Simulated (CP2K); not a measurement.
**AlBSiNH5 (SMILES B1[NH][AlH][SiH2]1): PM6**

What is the vertical electron affinity of AlBSiNH5 at PM6? 

The results are computed with CP2K 2026.2.

1 further run of the same task is left out (it didn't finish).

## 1. The structure to begin with

AlBSiNH5 has 9 atoms, charge 0, and is taken as a singlet. SMILES: `B1[NH][AlH][SiH2]1`. Geometry: a GFN2-xTB relaxation, a rough one for these elements and not checked as a minimum.

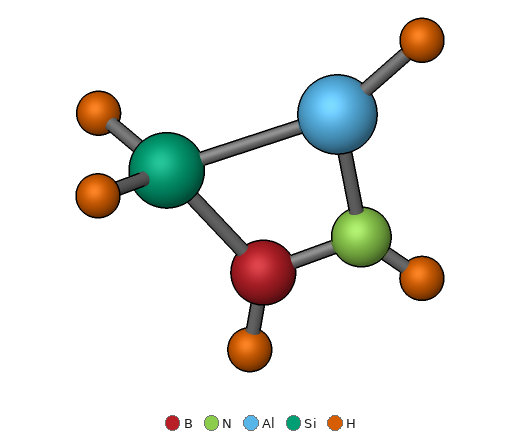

The structure, seen from a chosen angle (boron red, nitrogen green, aluminium blue, silicon teal, hydrogen orange).

## 2. Energy and gradient at PM6

Input file molecule.inp:

```
&global
   project_name molecule
   run_type ENERGY_FORCE
   print_level MEDIUM
&end global

&force_eval
   method Quickstep
   &dft
      &qs
         method PM6
         eps_default 1.0E-10
         &se
            &coulomb
               cutoff [angstrom] 50
               rc_range [angstrom] 0
            &end coulomb
            &exchange
               cutoff [angstrom] 50
               rc_range [angstrom] 0
            &end exchange
         &end se
      &end qs
      &poisson
         periodic NONE
         poisson_solver ANALYTIC
      &end poisson
      &scf
         scf_guess ATOMIC
         eps_scf 1.0E-07
         max_scf 50
         &ot
            minimizer CG
            preconditioner FULL_SINGLE_INVERSE
         &end ot
         &outer_scf
            eps_scf 1.0E-07
            max_scf 10
         &end outer_scf
      &end scf
      &print
         &moments
            periodic F
            reference COM
            max_moment 1
         &end moments
         &mo_cubes
            nlumo 1
            nhomo -1
            write_cube F
         &end mo_cubes
         &hirshfeld OFF
         &end hirshfeld
      &end print
   &end dft
   &subsys
      &cell
         abc 13.9 13.3 14.6
         periodic NONE
      &end cell
      &coord
         UNIT bohr
         B     -1.5185272     1.5315663    -0.0922186
         N     -0.0079557     1.2417957    -2.2590920
         Al     2.1764921    -1.3805772    -1.3501337
         Si    -0.3362579    -1.0030477     2.4406002
         H     -3.1297833     3.0550446    -0.0030803
         H     -0.3072695     2.3645576    -3.7826081
         H      4.3236934    -2.5247308    -3.0935762
         H     -2.0140323    -3.0965619     3.2708514
         H      0.8136405    -0.1880655     4.8692573
      &end coord
      &topology
         &center_coordinates
         &end center_coordinates
      &end topology
   &end subsys
   &print
      &forces ON
      &end forces
   &end print
&end force_eval
```

Launch:

```console
$ OMP_NUM_THREADS=1 cp2k.psmp -i molecule.inp -o molecule.out
```

Standard output, cut to the lines that bear on the results:

```text
CP2K| version string:                                       CP2K version 2026.2
[...]
 GLOBAL| Method name                                                        CP2K
[...]
 GLOBAL| Run type                                                   ENERGY_FORCE
[...]
                             - Atoms:                                          9
[...]
                             - Spherical basis functions:                     31
[...]
 Number of electrons:                                                         20
[...]
     1 OT CG       0.80E-01    0.0     0.26761942       -11.5633309072 -1.16E+01
[...]
    13 OT CG       0.26E+00    0.0     0.00000006       -15.6954314551 -7.07E-13
  *** SCF run converged in    13 steps ***
  Core-core repulsion energy [eV]:                            871.32872993125909
  Core Hamiltonian energy [eV]:                              -650.54195987673347
  Two-electron integral energy [eV]:                        -1295.76236034686008
  Electronic energy [eV]:                                   -1298.42314005016351
  Total energy [eV]:                                         -427.09441011890442
  Atomic reference energy [eV]:                               427.44189202922627
  Heat of formation [kcal/mol]:                                 8.01312384857492
[...]
 SE_DIPOLE| Moment [Debye]         -1.57963029       0.71950572       1.48637450
 SE_DIPOLE| Derivative [a.u.]       0.00000000       0.00000000       0.00000000
 *** WARNING in qs_scf_post_se.F:140 :: Printing of MO cube files not ***
 *** implemented for Semi-Empirical method.                           ***
 ENERGY| Total FORCE_EVAL ( QS ) energy [hartree]            -15.695431455096870
 FORCES| Atomic forces [hartree/bohr]
 FORCES|   Atom     x               y               z               |f|
 FORCES|      1 -1.29427303E-02  2.03287551E-02 -1.39524946E-02   2.78468070E-02
 FORCES|      2  8.59788334E-03 -1.26605098E-02  7.90440417E-03   1.72247413E-02
 FORCES|      3 -5.19616708E-02  9.59466986E-03  7.50664986E-02   9.17989768E-02
 FORCES|      4  5.56306136E-02 -1.92855379E-02 -6.43474261E-02   8.72197706E-02
 FORCES|      5 -8.18649063E-03  7.12755682E-03  1.49720999E-03   1.09572959E-02
 FORCES|      6  6.74142499E-03 -5.25321390E-03 -2.45196023E-03   8.89129778E-03
 FORCES|      7 -6.44271763E-03  4.91805588E-03  2.57211659E-03   8.50362674E-03
 FORCES|      8 -1.13223870E-03 -7.91530097E-03 -6.16999812E-03   1.00996451E-02
 FORCES|      9  9.69592608E-03  3.14552490E-03 -1.18350317E-04   1.01940824E-02
 FORCES| Sum     2.84494650E-16 -2.60208521E-16 -2.91433544E-16
 FORCES| Total atomic force                                       4.83300311E-16
[...]
```

It took 1.4 s on 1 thread of Arm Neoverse N1, shared host; peak memory 0.14 GiB.

## 3. The doublet anion at the same level

Input file run.inp:

```
&global
 project_name run
 run_type ENERGY_FORCE
 print_level MEDIUM
&end global

&force_eval
 method QS
 &dft
  charge -1
  multiplicity 2
  lsd T
  &qs
   method PM6
   eps_default 1.0E-10
   &se
    &coulomb
     cutoff [angstrom] 50
     rc_range [angstrom] 0
    &end coulomb
    &exchange
     cutoff [angstrom] 50
     rc_range [angstrom] 0
    &end exchange
   &end se
  &end qs
  &poisson
   periodic NONE
   poisson_solver ANALYTIC
  &end poisson
  &scf
   scf_guess ATOMIC
   eps_scf 1.0E-07
   max_scf 100
   &diagonalization
    algorithm STANDARD
   &end diagonalization
   &mixing
    method DIRECT_P_MIXING
    alpha 0.4
   &end mixing
  &end scf
  &print
   &moments
    periodic F
    reference COM
    max_moment 1
   &end moments
   &mo ON
    energies T
    occupation_numbers T
    ndigits 6
    &each
     qs_scf 0
    &end each
    add_last NUMERIC
   &end mo
   &hirshfeld OFF
   &end hirshfeld
  &end print
 &end dft
 &subsys
  &cell
   abc 13.9 13.3 14.6
   periodic NONE
  &end cell
  &coord
   UNIT bohr
   B     -1.5185272     1.5315663    -0.0922186
   N     -0.0079557     1.2417957    -2.2590920
   Al     2.1764921    -1.3805772    -1.3501337
   Si    -0.3362579    -1.0030477     2.4406002
   H     -3.1297833     3.0550446    -0.0030803
   H     -0.3072695     2.3645576    -3.7826081
   H      4.3236934    -2.5247308    -3.0935762
   H     -2.0140323    -3.0965619     3.2708514
   H      0.8136405    -0.1880655     4.8692573
  &end coord
  &topology
   &center_coordinates
   &end center_coordinates
  &end topology
 &end subsys
 &print
  &forces ON
  &end forces
 &end print
&end force_eval
```

Launch:

```console
$ OMP_NUM_THREADS=1 cp2k.psmp -i run.inp > run.out 2>&1
```

Standard output, cut to the lines that bear on the results:

```text
CP2K| version string:                                       CP2K version 2026.2
[...]
 GLOBAL| Method name                                                        CP2K
[...]
 GLOBAL| Run type                                                   ENERGY_FORCE
[...]
                             - Atoms:                                          9
[...]
                             - Spherical basis functions:                     31
[...]
 Number of electrons:                                                         11
[...]
     1 P_Mix/Diag. 0.40E+00    0.0     0.49349687        -9.7537065171 -9.75E+00
[...]
    38 DIIS/Diag.  0.60E-07    0.0     0.00000009       -15.7044341976 -1.46E-13
  *** SCF run converged in    38 steps ***
  Core-core repulsion energy [eV]:                            871.32872993125909
  Core Hamiltonian energy [eV]:                              -669.79204499265836
  Two-electron integral energy [eV]:                        -1257.75214427826927
  Electronic energy [eV]:                                   -1298.66811713179300
  Total energy [eV]:                                         -427.33938720053379
  Atomic reference energy [eV]:                               427.44189202922627
  Heat of formation [kcal/mol]:                                 2.36381769234776
[...]
 ENERGY| Total FORCE_EVAL ( QS ) energy [hartree]            -15.704434197585776
 FORCES| Atomic forces [hartree/bohr]
 FORCES|   Atom     x               y               z               |f|
 FORCES|      1 -9.69749400E-03  1.36803666E-02 -7.58194666E-03   1.84032534E-02
 FORCES|      2  1.38537901E-02 -1.09019346E-02 -4.71323297E-03   1.82481299E-02
 FORCES|      3 -6.45994181E-02  1.83913511E-02  8.15266115E-02   1.05631032E-01
 FORCES|      4  5.38264552E-02 -1.80996976E-02 -6.32745171E-02   8.50208848E-02
 FORCES|      5 -7.71344349E-03  7.99868361E-03 -9.44617091E-04   1.11520604E-02
 FORCES|      6  8.08431414E-03 -7.53719988E-03 -6.52334779E-04   1.10720846E-02
 FORCES|      7 -3.78675651E-03  4.36783036E-03 -1.16884213E-03   5.89776727E-03
 FORCES|      8 -2.08796936E-03 -1.12019510E-02 -5.57167985E-03   1.26841215E-02
 FORCES|      9  1.21205220E-02  3.30255139E-03  2.38055907E-03   1.27859674E-02
 FORCES| Sum     1.66533454E-16 -1.35308431E-16  6.52256027E-16
 FORCES| Total atomic force                                       6.86643785E-16
[...]
```

It took 0.55 s on 1 thread of Arm Neoverse N1, shared host; peak memory 0.14 GiB.

## 4. Results

Level: PM6.

| quantity | value |
| --- | --- |
| singlet AlBSiNH5: total energy | -15.69543 Eh |
| singlet AlBSiNH5: dipole moment | 2.29 D |
| singlet AlBSiNH5: heat of formation at this unrelaxed shape | 8.0 kcal/mol |
| singlet AlBSiNH5: largest force on an atom | 4.720 eV/Å |
| doublet anion: total energy | -15.70443 Eh |
| doublet anion: HOMO energy (highest over α and β) | -0.53 eV |
| doublet anion: heat of formation at this unrelaxed shape | 2.4 kcal/mol |
| doublet anion: largest force on an atom | 5.432 eV/Å |
| vertical electron affinity (to the doublet anion) | 0.245 eV |

At fixed nuclei the extra electron is bound by 0.24 eV (5.6 kcal/mol). The largest force (singlet AlBSiNH5) is 4.72 eV/Å: the shape isn't a stationary point for this species at this level. A minimal valence basis can't be trusted even for the sign of an electron affinity.
